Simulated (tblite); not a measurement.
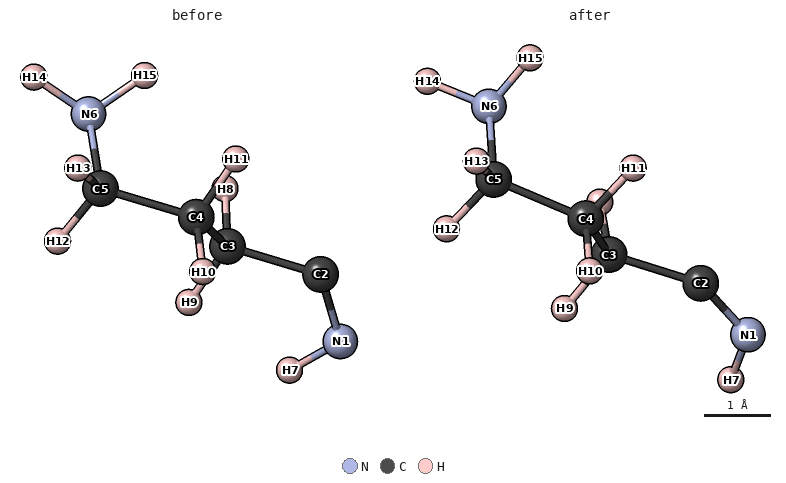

The structure of C₄H₉N₂ (multiplicity 2) before (left) and after (right) a relaxation, at one scale.

The picture is a ball-and-stick view, seen from a free direction.

These are results of tblite, GFN2-xTB geometry optimisation, gas phase, not measurements. 

Describe what moved and what it gained.

Answer. After 81 geometry steps the energy has fallen by 20.5 kcal/mol. H7 moves most after the best rigid fit: 0.77 Å. By element the largest moves are H 0.77 Å, C 0.28 Å, N 0.25 Å. Among the contacts that change: N1–C2 1.298 → 1.217 Å, N6–H14 1.049 → 1.014 Å, C5–H12 1.119 → 1.094 Å, N6–H15 1.039 → 1.015 Å. Among the angles between lasting bonds that change: N1–C2–C3 116.1° → 142.0°, C2–N1–H7 116.9° → 128.2°, H10–C4–H11 114.1° → 108.0°. Groups turn about C5–N6 by about 30°.
